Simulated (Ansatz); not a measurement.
# CH3AlFGa: what the fields show

| atom | x (Å) | y (Å) | z (Å) |
| --- | --- | --- | --- |
| C | -2.7067 | -2.7579 | 1.5462 |
| Al | -1.1661 | -2.1095 | 0.4919 |
| F | -1.6683 | -0.5990 | -0.3168 |
| Ga | 0.4792 | -0.7149 | -1.1035 |
| H | -3.5748 | -2.9270 | 0.8827 |
| H | -3.0097 | -1.9916 | 2.2833 |
| H | -2.5060 | -3.6946 | 2.0910 |

Geometry: B3LYP-D3(BJ)/def2-SVP.

Level of theory: Ansatz, isolated molecule in a Gaussian basis; Kohn-Sham density functional theory, functional PBE0.

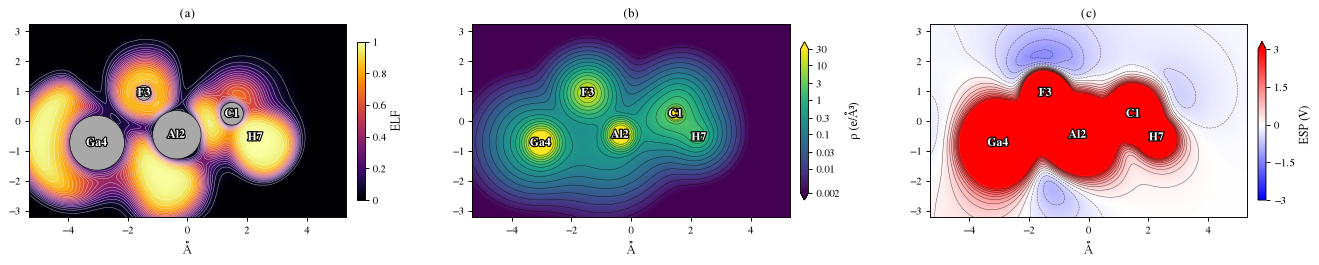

Figure 1. (a) electron localisation function; (b) total electron density; (c) electrostatic potential on the plane of atoms Al2, C1 and H7. Grey discs cover the atomic cores in the ELF map.

**What does the map show?**

The plane passes through C, Al, F, Ga and H nuclei.
Ga4···F3 (2.29 Å): the density falls to about 0.27 e/Å³ on the way; the ELF is about 0.10 at the midpoint.
Al–F (1.79 Å): ρ is about 0.64 e/Å³ halfway; the ELF peaks at about 0.85 in the valence shell of F, 0.6 Å from its nucleus, and is about 0.35 at the midpoint.
C–Al (1.98 Å): ρ is about 0.69 e/Å³ halfway; the ELF peaks at about 0.95 between the atoms (a shared but strongly polarised pair).
C–H (1.10 Å): ρ is about 1.9 e/Å³ halfway; the ELF climbs to about 1 towards the hydrogen, as it does in any bond to H (an ordinary covalent bond to hydrogen).
The ELF also peaks beside Al2 and F3, away from the bonds: lone-pair regions.
Outside the dense part of the molecule the potential is most negative (−1.4 V) near F3.

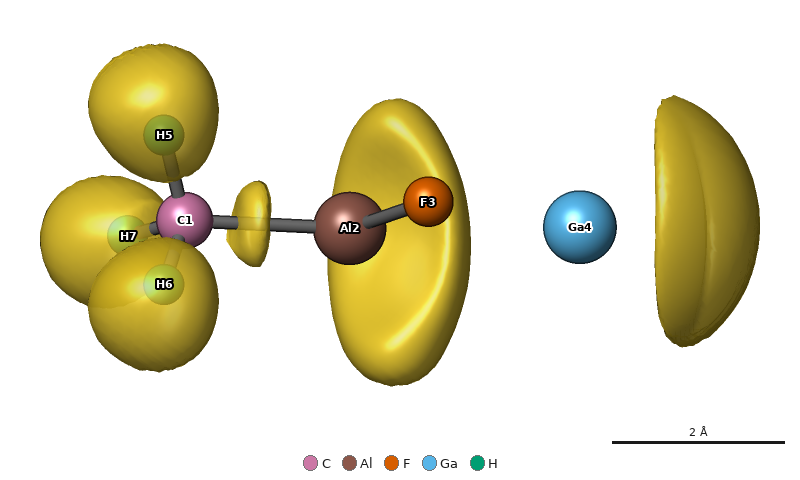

Figure 2. Isosurface of the electron localisation function at 0.9 (yellow), seen from one side. Only the valence region is drawn (cores and ρ < 0.01 e/Å³ removed).

**Identify the bonds, lone pairs and shells in this picture.**

At this value the surface marks out one region between bonded Al–C atoms (shared pairs), three regions around hydrogen nuclei, one lobe on Al, pointing away from the bonds (lone pairs) and one lobe on Ga, pointing away from the bonds (lone pairs).

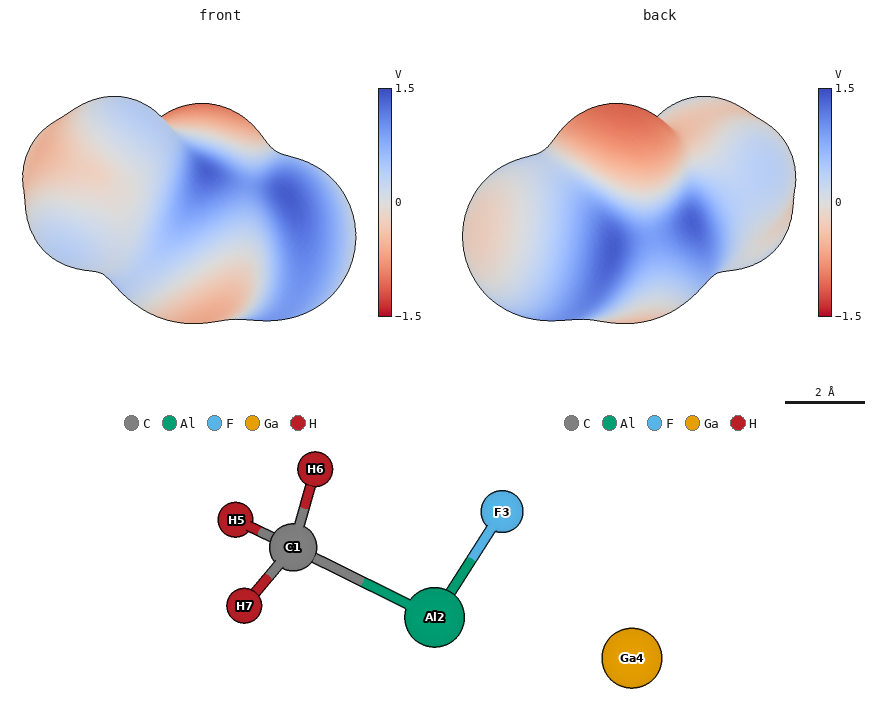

Figure 3. The molecular electrostatic potential painted on the density surface at 0.001 e/bohr³, seen from the front and from behind; red is negative and blue positive. The bare structure is drawn below in the same view.

**Where is the surface potential most negative and most positive?**

The most negative region (about −1.0 V) lies over F3, the most positive (about +1.4 V) over Al2 and Ga4.

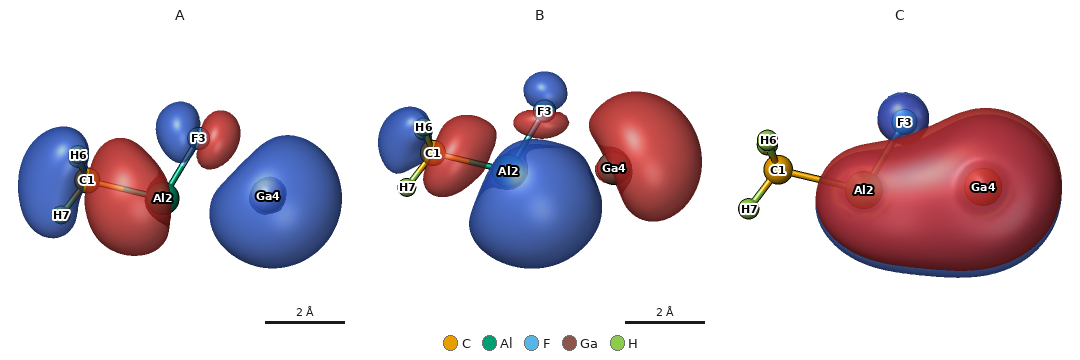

Figure 4. Three frontier orbitals at ±0.06 Å⁻³ᐟ² (blue and red are the two phases), in no order.

**Order the three orbitals by energy and name them.**

A is the HOMO−1 (−8.55 eV). It lies mainly on Ga4 (about 35 %), C1 (about 30 %), Al2 (about 15 %) and F3 (about 10 %). B is the HOMO (−5.11 eV). Its weight (Hirshfeld) is mainly on Al2 (about 45 %), Ga4 (about 40 %) and C1 (about 10 %). C is the LUMO (−2.17 eV). It lies mainly on Ga4 (about 65 %) and Al2 (about 30 %).

**What is the HOMO–LUMO gap?**

2.94 eV between the orbital energies.
